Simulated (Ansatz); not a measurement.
**How the smearing shapes the phonons of Rh-Ir-Rh stack of (111) layers**

Aim: see how the phonons of Rh-Ir-Rh stack of (111) layers along the first symmetry line respond to the electronic smearing. The first relaxation steps of the session are not shown, so no cell shown is the starting entry, unless a step says so.

Program: Ansatz 0.2.0. Level of theory: DFT PBEsol, scalar-relativistic, plane waves, PAW; PAW set soft_1. Results are calculated unless marked as measured.

**1. The cell after earlier relaxation steps**

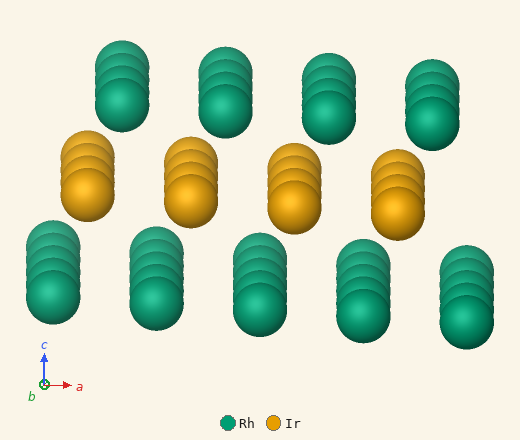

Start, viewed nearly edge on; rhodium teal, iridium orange. 4×4×1 cells are drawn. Some periodic images of atoms are drawn too.

The cell holds 3 atoms: 2 Rh and 1 Ir. Cell: a = 2.657 Å, b = 2.657 Å, c = 32.668 Å, α = 90.0°, β = 90.0°, γ = 120.0°. Vacuum lies along c.

**2. Relaxing tightly for phonons**

Phonons are second derivatives about the minimum, so the remaining forces must be small: the thresholds are tightened. Earlier relaxation steps are not shown.

input.yaml

```yaml
crystal:
  lattice:
    - [2.6573880011, 2.8252e-06, 0.0]
    - [-1.3286964473, 2.301364104, 0.0]
    - [0.0, 0.0, 32.6681001532]
  atoms:
    - { symbol: Rh, position: [0.0, 0.0, 0.1703804615] }
    - { symbol: Ir, position: [0.3333333333, 0.6666666667, 0.2362250931] }
    - { symbol: Rh, position: [0.6666666667, 0.3333333333, 0.3020697247] }
  periodic: [true, true, false]
kpoints:
  mp_grid: { grid: [12, 12, 1] }
hamiltonian:
  xc: pbesol
  pseudopotentials: { kind: paw, azcp: { folder: soft_1 }, xc_functional: pbe }
scf:
  occupations: { method: methfessel_paxton, width: 0.2 }
output:
  forces: true
  stress: true
  eigenvalues: true
  write_density: true
  write_potential: true
  elf: true
  volumetric_format: npy
relax:
  adjacent_minimum: "off"
  f_tol: 0.001
  max_steps: 60
  cell: { stress_2d_tol: 0.002 }
```

Launch:

```
> ansatz run input.yaml --threads 4 --pin off --max-ram 12288MiB --backend cpu --events-out ev --progress --plain --runs-dir out
```

Numbers of over 12 decimals in the logs are rounded to 6 here.

The log of the run:

```text
[the first part of the log is left out]
  E_paw        = -16211.318338  (= ΣΔE_a)
  E_vpaw       = -863.434987  (= ΣTr[D̂ρ^β])
  E_aug_tail   = 0.000371  (compensation charges beyond the density's cutoff)
  E_ewald      = 110445.272219
  E_core_change = 0.817749  (= ΣΔE_core)
  E_smearing   = 0.009279  (= −TS)
  E_closure    = 0.000000  (closes the sum)
  Σ components = -24476.173758   (vs F -24476.173758, Δ=0.00e0)
--- Forces (eV/Å), atoms counted from 1 ---
  atom   1  Rh     0.00000000    -0.00000000    -0.00012813
  atom   2  Ir     0.00000000     0.00000000     0.00000000
  atom   3  Rh    -0.00000000     0.00000000     0.00012813
  max |Σ_I F_I| component: 1.16e-18 eV/Å
--- 2D stress c σ (N/m, compression-positive) ---
       -0.000638      -0.000000       0.000000
       -0.000000      -0.000638      -0.000000
        0.000000      -0.000000      -0.000000
  P = ½ c Tr σ = -0.0006 N/m
--- Band table (eV; the first three rows and the last of 19) ---
  k-point 0: bands = ["-98.2464", "-83.7665", "-83.7662", "-55.0600", "-54.6744", "-54.6744", "-51.6496", "-51.6090", "-51.3476", "-51.3476", "-51.3466", "-51.3466", "-14.9924", "-11.9800", "-11.3377", "-9.0769", "-9.0769", "-8.7932", "-8.3186", "-8.1684", "-8.1684", "-7.8026", "-7.8026", "-6.1965", "-6.1965", "-5.8620", "-5.7053", "-5.7053", "-4.6215", "-4.6215", "-4.5461"]
  k-point 1: bands = ["-98.2424", "-83.7607", "-83.7603", "-55.0519", "-54.7274", "-54.6869", "-51.6425", "-51.6054", "-51.3906", "-51.3902", "-51.3580", "-51.3569", "-14.6996", "-11.7702", "-11.1088", "-9.3387", "-8.8481", "-8.7819", "-8.7070", "-8.0406", "-8.0029", "-7.8929", "-7.6112", "-6.6510", "-6.3196", "-6.2546", "-5.6763", "-5.6595", "-4.8305", "-4.5989", "-3.1456"]
  k-point 2: bands = ["-98.2316", "-83.7445", "-83.7443", "-55.0297", "-54.8704", "-54.7208", "-51.6236", "-51.5957", "-51.5090", "-51.5060", "-51.3862", "-51.3849", "-13.9137", "-11.2817", "-10.6245", "-9.8767", "-9.3147", "-8.6932", "-8.2201", "-8.1384", "-7.8951", "-7.7688", "-7.2250", "-7.0633", "-6.8367", "-6.4235", "-5.7041", "-5.6712", "-4.5520", "-3.8402", "-1.6273"]
  k-point 18: bands = ["-98.1798", "-83.6669", "-83.6669", "-55.2090", "-55.2090", "-54.9233", "-51.7951", "-51.7906", "-51.7906", "-51.7808", "-51.5403", "-51.5403", "-10.8441", "-10.8441", "-10.5960", "-10.1107", "-10.1107", "-8.4516", "-7.8841", "-7.8836", "-7.8836", "-7.8636", "-6.5494", "-6.5494", "-5.2381", "-5.2381", "-4.6298", "0.8520", "2.2793", "2.2793", "2.9400"]
--- Relaxed structure (3 steps of the walk, 3 accepted, 1 SCFs on fresh bases) ---
  F+E_penalty+E_count = -24476.17375824 eV   max|allowed force component| = 1.281e-4 eV/Å   (the final SCF, on the basis selected at the relaxed cell)
  cell:  # Å, volume = 199.7475 Å³
    - [2.657134, 2.8249613313795704e-6, 0]
    - [-1.328569, 2.301144, 0]
    - [0, 0, 32.6681001532]
  atoms:
    - { symbol: Rh, position: [0, 0, 0.170383] }
    - { symbol: Ir, position: [0.333333, 0.666667, 0.236225] }
    - { symbol: Rh, position: [0.666667, 0.333333, 0.302067] }
```

Wall time 8.3 s (4 threads of Arm Neoverse V2, shared host); peak memory 0.57 GiB; 31 s of CPU time.

Little changed from the start: no atom moved by 0.005 Å and no cell edge by 0.1 %.

Numbers from this step:

* metallic on mesh: yes
* gap on the k-mesh: 0 eV

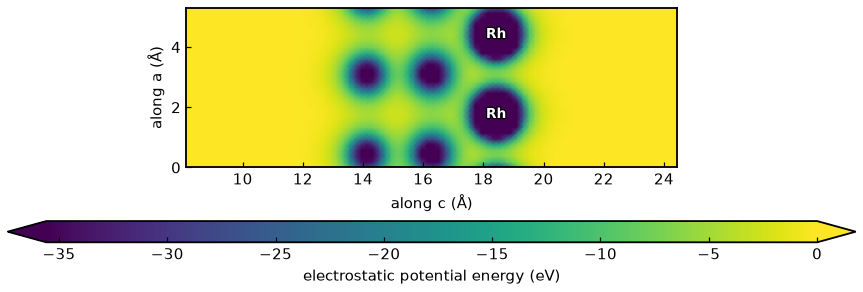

Electrostatic potential energy in the ca plane at fractional y = 0.333, with atoms of Rh within 0.2 Å of it. With pseudopotentials it is smooth inside the atoms' cores, unlike the true potential. The far vacuum is left out of the map.

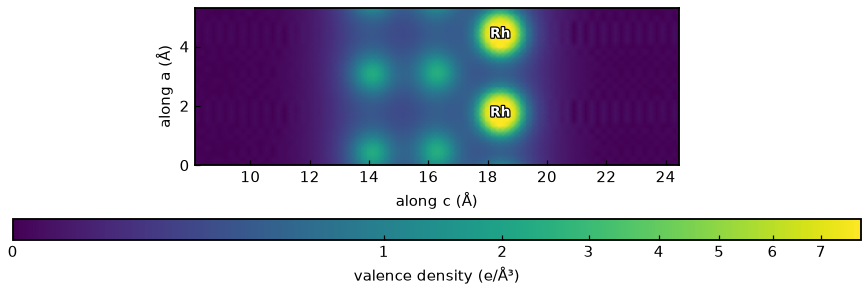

Valence density in the ca plane at fractional y = 0.333, with atoms of Rh within 0.2 Å of it. It is the smooth field of the valence electrons, not physical close to the nuclei. The colour scale is stretched toward low values. The far vacuum is left out of the map.

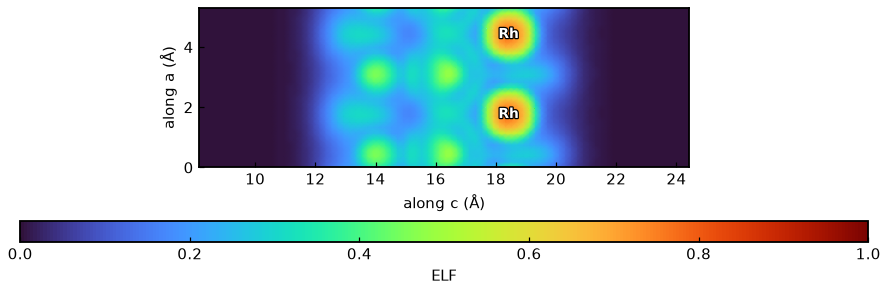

ELF in the ca plane at fractional y = 0.333, with atoms of Rh within 0.2 Å of it. It is the smooth field of the valence electrons, not physical close to the nuclei. The far vacuum is left out of the map.

**3. Wavevectors along a line: Fermi–Dirac smearing of 0.1 eV**

The smearing blurs the Fermi surface that screens the phonons; a Fermi–Dirac width is an electronic temperature.

input.yaml

```yaml
crystal:
  lattice:
    - [2.6571336278, 2.825e-06, 0.0]
    - [-1.3285692604, 2.3011438105, 0.0]
    - [0.0, 0.0, 32.6681001532]
  atoms:
    - { symbol: Rh, position: [0.0, 0.0, 0.1703828314] }
    - { symbol: Ir, position: [0.3333333333, 0.6666666667, 0.2362250931] }
    - { symbol: Rh, position: [0.6666666667, 0.3333333333, 0.3020673548] }
  periodic: [true, true, false]
kpoints:
  mp_grid: { grid: [18, 18, 1] }
hamiltonian:
  xc: pbesol
  pseudopotentials: { kind: paw, azcp: { folder: soft_1 }, xc_functional: pbe }
scf:
  occupations: { method: fermi_dirac, width: 0.1 }
output:
  eigenvalues: true
phonons:
  method: dfpt
  qpoints:
    - [0, 0, 0]
    - [0.166666667, 0.0, 0.0]
    - [0.333333333, 0.0, 0.0]
    - [0.5, 0.0, 0.0]
```

The log of the run:

```text
Warning: crystal.symmetry: narrowed to the stabiliser of the run's FFT grids — unitary ops 12 → 6. A phonons.method: dfpt run fills in the rows of the dynamical matrix that it does not solve by its symmetry operations, which is exact only for operations that map its FFT grids onto themselves: filled in by any other, the frequencies could depend on the order in which like atoms are typed, or, by more than the grids' own error, on where the crystal sits among the grids' points. Excluded: 6 operations. The run can therefore solve more perturbations, solve them on more k-points, or both, and cost more. [rest of the remark cut]
The run solves and reports these wavevectors of phonons.qpoints, in the list's order, at another value: [0.166666667, 0.0, 0.0] as [0.166667, 0.0, 0.0], [0.333333333, 0.0, 0.0] as [0.333333, 0.0, 0.0].
[...]
Crystal: 3 atoms, lattice volume = 199.747 Å³
Basis set: ecut = 420 eV, 3967 PW (Γ), exchange–correlation on 36×36×450 points (8 copies of the dense FFT grid, shifted against one another)
Bands: 31, of which v1, the nominal top of the filled ones, is band 26 counted from 1 (25 counted from 0)
Symmetry: 12 space group operations
k-points: 37 of 324 (irreducible under 6 space group operations, time reversal used)
[...]
SCF iter   1: F=—  HF=-24477.944448 eV  |F-HF|=—  |Δ(HF+E_count)|=         —  Δρ=5.68e-2  dr2=1.56e1  ethr=3.10e-3  ⟨swp⟩=15.8  Hψ=21274  notcnv=0  defer=55
automatic band count: the SCF goes on with 36 bands, as 31 were too few: the levels above may hold too much charge
[...]
SCF iter   2: F=—  HF=-24477.509156 eV  |F-HF|=—  |Δ(HF+E_count)|=   4.35e-1  Δρ=4.35e-2  dr2=4.05e0  ethr=3.10e-3  ⟨swp⟩=4.2  Hψ=4211  notcnv=0  defer=73
[...]
SCF iter  13: F=-24476.242352 eV  HF=-24476.242352 eV  |F-HF|=2.91e-11  |Δ(HF+E_count)|=  1.02e-10  Δρ=4.17e-8  dr2=2.50e-12  ethr=1.00e-12  ⟨swp⟩=28.4  Hψ=12926  notcnv=0
SCF 1 converged in 13 iterations: F = -24476.242352 eV  dr2 = 2.50e-12
[...]
NSCF: frozen V_eff on 37 k-points
[...]
DFPT response loops at q = (0, 0, 0) (fractional): preconditioner auto → none (partly filled bands, converged f_vac=0.746); β = 0.50; Broyden in place of MSR1
[...]
SCF converged after 13 iterations
Free energy (F): -24476.242352 eV
[...]
Internal energy: -24476.094360 eV  (E = F + TS)
E sigma→0 (E₀):  -24476.168356 eV
Entropy (-TS):   -0.147993 eV (-49.331 meV/atom)
Fermi energy:    -5.192755 eV
[...]
--- Band table (eV; the first three rows and the last of 37) ---
  k-point 0: bands = [... 22 lower, -7.8251, -6.1917, -6.1917, -5.8675, -5.7108, -5.7108, -4.6169, -4.6169, ... 6 higher]
  k-point 1: bands = [... 22 lower, -7.7395, -6.4119, -6.2557, -6.1699, -5.6926, -5.4097, -5.1326, -4.6063, ... 6 higher]
  k-point 2: bands = [... 22 lower, -7.4877, -6.8794, -6.4200, -6.3793, -5.7749, -5.6729, -4.5793, -4.5116, ... 6 higher]
  k-point 36: bands = [... 22 lower, -6.5429, -6.5429, -5.2348, -5.2348, -4.6260, 0.8615, 2.2812, 2.2812, ... 6 higher]
  ° read free of the cell's end (the report's vacuum.weakly_bound_levels)
--- Phonons (Γ-DFPT): 6 representative perturbations + reference (Σ response iterations 36) ---
  ASR residual: 1.429e-3 → 0.000e0 eV/Å²; symmetrization residual: 8.666e-5 eV/Å²
  The last average, over the group as it would stand without the narrowing to the FFT grids, took up to 1.143e-5 eV/Å² of the zone centre's force constants
  ASR residual per site (eV/Å²): 7.88e-4 1.43e-3 7.92e-4
  Γ frequencies (cm⁻¹): 0.00 0.00 0.00 84.53 84.53 127.46 127.46 175.35 227.37
  non-analytic LO–TO correction: not included (Born effective charges unavailable; polar crystals: no LO–TO splitting at Γ)
--- Phonons (arbitrary-q DFPT): 4 explicit q-points ---
  q = [0, 0, 0] (of the zone-centre solve; hermiticity 9.17e-6, symmetrization 1.72e-6, taken by the last average 6.05e-7): -0.00 -0.00 0.00 84.53 84.53 127.46 127.46 175.35 227.37
  q = [0.166667, 0, 0] (6 solved perturbations in 1485 linear systems a pass and spin channel, the states on 324 of 324 k-point pairs; hermiticity 6.81e-6, symmetrization 5.46e-10, taken by the last average 3.14e-6): 48.06 74.94 112.02 117.93 143.97 152.54 157.83 190.60 214.20
[...]
sum rule: each row above includes the acoustic sum rule's correction from the zone centre's row sums; it moved no ω² by more than (1.45 cm⁻¹)²
```

Elapsed: 13 min, on 4 threads; peak memory 4.1 GiB.

Each wavevector solved by linear response. Table of frequency by |q| along the line; 7 of 9 lines:

| \|q\| along the line (Å⁻¹) | mode 1 (cm⁻¹) | mode 2 (cm⁻¹) | mode 3 (cm⁻¹) | mode 4 (cm⁻¹) | mode 5 (cm⁻¹) | mode 6 (cm⁻¹) | mode 7 (cm⁻¹) |
| --- | --- | --- | --- | --- | --- | --- | --- |
| 0.000 | 0 | 0 | 0 | 84.5 | 84.5 | 127 | 127 |
| 0.455 | 48.1 | 74.9 | 112 | 118 | 144 | 153 | 158 |
| 0.910 | 93.2 | 113 | 138 | 147 | 161 | 179 | 197 |
| 1.365 | 106 | 137 | 155 | 168 | 172 | 190 | 217 |

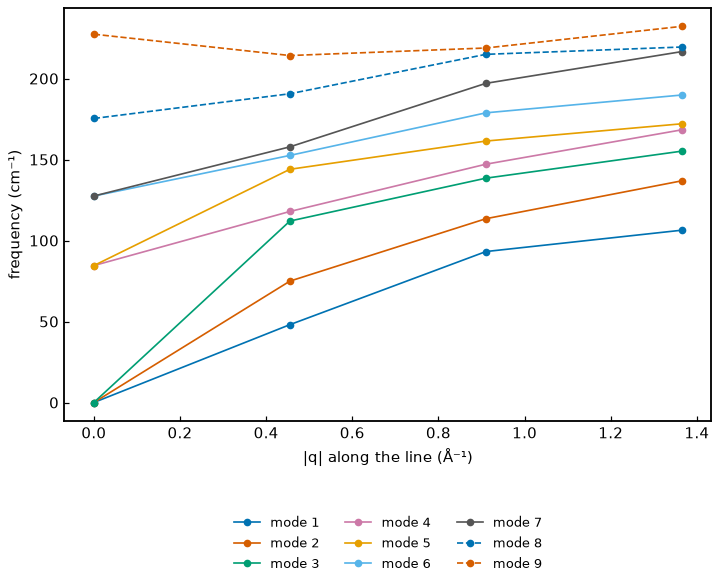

Frequency, plotted against |q| along the line.

**4. Wavevectors along a line: Fermi–Dirac smearing of 0.25 eV**

The smearing blurs the Fermi surface that screens the phonons; a Fermi–Dirac width is an electronic temperature.

input.yaml, as its differences from that of step 3:

```diff
@@ -16,3 +16,3 @@
 scf:
-  occupations: { method: fermi_dirac, width: 0.1 }
+  occupations: { method: fermi_dirac, width: 0.25 }
 output:
```

Wider smearing eases the sum over k-points of a metal but moves the result away from its zero-temperature value.

The log of the run:

```text
[...]
band count auto-derived: 34 (N_el = 51.0; filled up to band 26; 31 by the electrons, moments and atoms)
[...]
Crystal: 3 atoms, lattice volume = 199.747 Å³
Basis set: ecut = 420 eV, 3967 PW (Γ), exchange–correlation on 36×36×450 points (8 copies of the dense FFT grid, shifted against one another)
Bands: 34, of which v1, the nominal top of the filled ones, is band 26 counted from 1 (25 counted from 0)
Symmetry: 12 space group operations
k-points: 37 of 324 (irreducible under 6 space group operations, time reversal used)
[...]
SCF iter   1: F=—  HF=-24478.304256 eV  |F-HF|=—  |Δ(HF+E_count)|=         —  Δρ=5.63e-2  dr2=1.55e1  ethr=3.10e-3  ⟨swp⟩=15.5  Hψ=10713  notcnv=0
[...]
SCF iter  13: F=-24476.619547 eV  HF=-24476.619547 eV  |F-HF|=1.46e-11  |Δ(HF+E_count)|=   1.19e-9  Δρ=5.11e-8  dr2=6.04e-12  ethr=1.00e-12  ⟨swp⟩=20.4  Hψ=11400  notcnv=0
SCF 1 converged in 13 iterations: F = -24476.619547 eV  dr2 = 6.04e-12
[...]
SCF converged after 13 iterations
Free energy (F): -24476.619547 eV
[...]
Internal energy: -24475.752696 eV  (E = F + TS)
E sigma→0 (E₀):  -24476.186121 eV
Entropy (-TS):   -0.866851 eV (-288.950 meV/atom)
Fermi energy:    -5.212337 eV
[...]
--- Band table (eV; the first three rows and the last of 37) ---
  k-point 0: bands = [... 22 lower, -7.8200, -6.1786, -6.1786, -5.8647, -5.7030, -5.7030, -4.6013, -4.6013, ... 4 higher]
  k-point 1: bands = [... 22 lower, -7.7343, -6.4046, -6.2432, -6.1603, -5.6845, -5.4010, -5.1257, -4.5906, ... 4 higher]
  k-point 2: bands = [... 22 lower, -7.4824, -6.8733, -6.4122, -6.3681, -5.7633, -5.6644, -4.5635, -4.5053, ... 4 higher]
  k-point 36: bands = [... 22 lower, -6.5315, -6.5315, -5.2196, -5.2196, -4.6086, 0.8739, 2.2898, 2.2898, ... 4 higher]
  ° read free of the cell's end (the report's vacuum.weakly_bound_levels)
[...]
ASR residual: 5.682e-4 → 0.000e0 eV/Å²; symmetrization residual: 8.536e-5 eV/Å²
[...]
ASR residual per site (eV/Å²): 5.68e-4 4.38e-4 5.67e-4
  Γ frequencies (cm⁻¹): 0.00 0.00 0.00 84.65 84.65 120.72 120.72 173.72 223.17
[...]
--- Phonons (arbitrary-q DFPT): 4 explicit q-points ---
[...]
```

Run time: 14 min. Hardware: 4 threads; peak memory 4.1 GiB.

Each wavevector solved by linear response. Table of frequency by |q| along the line; 7 of 9 lines:

| \|q\| along the line (Å⁻¹) | mode 1 (cm⁻¹) | mode 2 (cm⁻¹) | mode 3 (cm⁻¹) | mode 4 (cm⁻¹) | mode 5 (cm⁻¹) | mode 6 (cm⁻¹) | mode 7 (cm⁻¹) |
| --- | --- | --- | --- | --- | --- | --- | --- |
| 0.000 | 0 | 0 | 0 | 84.7 | 84.7 | 121 | 121 |
| 0.455 | 47.5 | 74.4 | 112 | 118 | 139 | 150 | 156 |
| 0.910 | 95.3 | 113 | 140 | 146 | 158 | 179 | 199 |
| 1.365 | 108 | 131 | 154 | 160 | 166 | 183 | 215 |

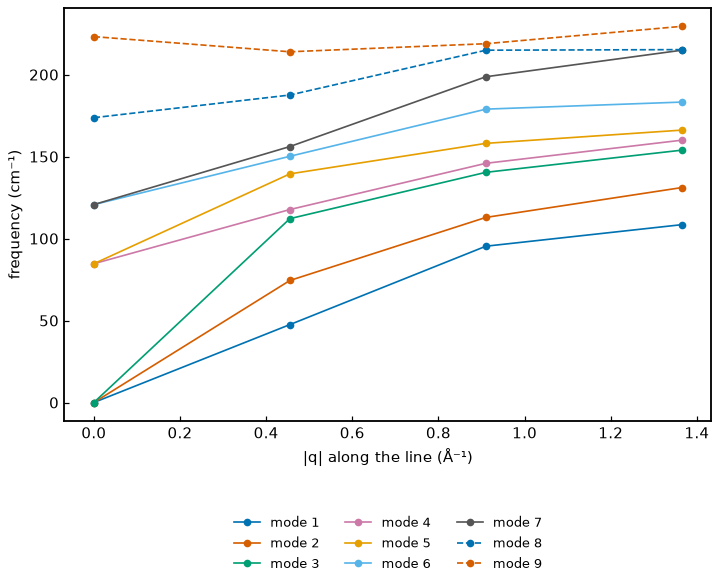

Frequency, plotted against |q| along the line.

Against step 3 (now smearing width 0.25 eV), the free energy moves by -125.7 meV an atom.

(Continued in part 2 of 2.)

[Logs are printed without paths, hosts, clocks, repeated set-up lines and the standing remarks that a program may print on its own settings, such as how far it seeks lower states.]

[Hosts, paths, dates, database ids (printed as entryN), source tags and the programs' standing remarks are cut or masked in the printed files.]
